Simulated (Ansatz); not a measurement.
# BH3 (borane) at CAM-B3LYP/def2-TZVPPD

What is the energy change on altering one bond length of BH3 (borane) at CAM-B3LYP/def2-TZVPPD? 

The results are computed with Ansatz 0.2.0.

32 further runs of the same task are left out: 32 set aside as unsound or not needed.

## 1. Starting point

BH3 has 4 atoms, charge 0, and is taken as a singlet. As SMILES, `B`. The coordinates come from a PBE0-D4/def2-TZVP relaxation.

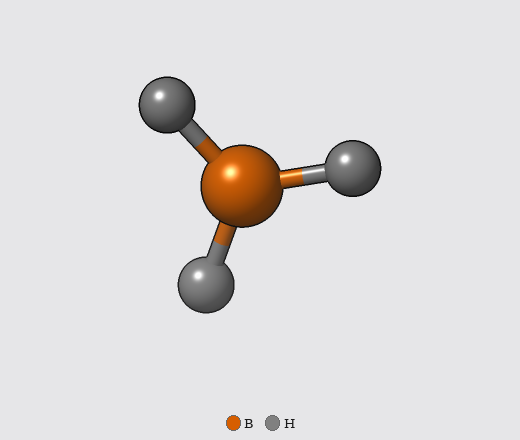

Viewed from a chosen angle; boron orange, hydrogen grey.

## 2. A single-point energy at CAM-B3LYP/def2-TZVPPD

Contents of in.yaml:

```yaml
crystal:
  periodic: [false, false, false]
  atoms:
    - {symbol: B, position_ang: [0.013900, -0.015100, -0.005100]}
    - {symbol: H, position_ang: [0.982200, 0.381700, 0.568800]}
    - {symbol: H, position_ang: [-0.276200, -1.171800, 0.043000]}
    - {symbol: H, position_ang: [-0.664400, 0.744900, -0.626900]}
basis:
  gaussian: {orbitals: def2-TZVPPD.json}
magnetization: {spin_polarized: false}
hamiltonian: {xc: {name: CAM-B3LYP}}
accuracy: high
output: {orbitals: {seedname: orbitals}}
```

The basis set def2-TZVPPD is read from a file made from the Basis Set Exchange's data (not shown).

The run is started by

```bash
ansatz run in.yaml --threads 1 --pin off --max-ram 3480MiB --events-out events.jsonl --progress --plain --runs-dir runs
```

The log of the run:

```text
Warning: RAYON_NUM_THREADS=1 ignored (pool sized by the plan → 1); use --threads N
Functional definition: CAM-B3LYP
  name "CAM-B3LYP"
  parameter alpha = 0.19
  parameter beta = 0.46
  parameter omega = 0.33/bohr
  parameter ac = 0.81
  exchange = (1 - alpha - beta)*b88_x + beta*b88_x_sr(omega) + alpha*exact_x + beta*exact_x_lr(omega)
  correlation = (1 - ac)*vwn5_c + ac*lyp_c
1349 factors; integrals over basis functions are off by at most 2.9e-9 eV
317 factors; integrals over basis functions are off by at most 1.4e-9 eV
mean field evaluation 1: about -723.2211 eV, gradient 1.1e1 eV
mean field evaluation 2: about -723.5517 eV, gradient 4.5e0 eV
mean field evaluation 4: about -723.6114 eV, gradient 4.7e-1 eV
mean field evaluation 8: about -723.6118 eV, gradient 3.1e-3 eV
mean field evaluation 16: about -723.6118 eV, gradient 3.6e-8 eV
mean field -723.61176821 eV, -26.5922420000 hartree, gradient 3.6e-8 eV, S^2 0.000000; 0 other end points of the search recorded, 0 dependent functions left out
reference -723.61178441 eV, -26.5922425954 hartree; 4, 4 occupied and 84, 84 virtual orbitals, 1349 factors
Total energy: -723.61178441 eV, -26.5922425954 hartree
```

It took 2 s on 1 thread of Arm Neoverse V2, shared host; peak memory 0.17 GiB.

## 3. The distorted shape, same level

Contents of run.yaml:

```yaml
crystal:
  periodic: [false, false, false]
  atoms:
    - symbol: B
      position_ang: [0.158940, 0.563211, -0.029148]
    - symbol: H
      position_ang: [1.127240, 0.960011, 0.544752]
    - symbol: H
      position_ang: [-0.276200, -1.171800, 0.043000]
    - symbol: H
      position_ang: [-0.519360, 1.323211, -0.650948]
basis:
  gaussian:
    orbitals: def2-TZVPPD.json
hamiltonian:
  xc: {name: CAM-B3LYP}
accuracy: high
output: {orbitals: {seedname: orbitals}}
```

The basis set def2-TZVPPD is read from a file made from the Basis Set Exchange's data (not shown).

The run is started by

```bash
ansatz run run.yaml --threads 1 --pin off --max-ram 3480MiB --events-out events.jsonl --progress --plain --runs-dir runs
```

The log of the run:

```text
Warning: RAYON_NUM_THREADS=1 ignored (pool sized by the plan → 1); use --threads N
Functional definition: CAM-B3LYP
  name "CAM-B3LYP"
  parameter alpha = 0.19
  parameter beta = 0.46
  parameter omega = 0.33/bohr
  parameter ac = 0.81
  exchange = (1 - alpha - beta)*b88_x + beta*b88_x_sr(omega) + alpha*exact_x + beta*exact_x_lr(omega)
  correlation = (1 - ac)*vwn5_c + ac*lyp_c
1359 factors; integrals over basis functions are off by at most 2.5e-9 eV
337 factors; integrals over basis functions are off by at most 1.3e-9 eV
mean field evaluation 1: about -721.4827 eV, gradient 8.0e0 eV
mean field evaluation 2: about -721.6717 eV, gradient 3.0e0 eV
mean field evaluation 4: about -721.7023 eV, gradient 9.0e-1 eV
mean field evaluation 8: about -721.7054 eV, gradient 6.5e-3 eV
mean field evaluation 16: about -721.7054 eV, gradient 2.3e-7 eV
mean field -721.70540771 eV, -26.5221845440 hartree, gradient 2.7e-8 eV, S^2 0.000000; 0 other end points of the search recorded, 0 dependent functions left out
reference -721.70542454 eV, -26.5221851622 hartree; 4, 4 occupied and 84, 84 virtual orbitals, 1359 factors
Total energy: -721.70542454 eV, -26.5221851622 hartree
```

Run time: 2.1 s. Hardware: 1 thread of Arm Neoverse V2, shared host; peak memory 0.17 GiB.

## 4. Summary of results

Level: CAM-B3LYP/def2-TZVPPD.

```
                                                         quantity         value
                                        first shape: total energy  -26.59224 Eh
                                         first shape: HOMO energy     -11.45 eV
                                         first shape: LUMO energy      -0.89 eV
                                       first shape: HOMO–LUMO gap      10.56 eV
                                    distorted shape: total energy  -26.52219 Eh
                                     distorted shape: HOMO energy      -9.75 eV
                                     distorted shape: LUMO energy      -1.19 eV
                                   distorted shape: HOMO–LUMO gap       8.56 eV
energy change with the B1–H3 bond stretched from 1.193 to 1.790 Å      1.906 eV
```

**Reading.** With the B1–H3 bond stretched from 1.193 to 1.790 Å the energy rises by 1.91 eV (44 kcal/mol). The first shape isn't relaxed at this level, so the change isn't measured from a minimum.
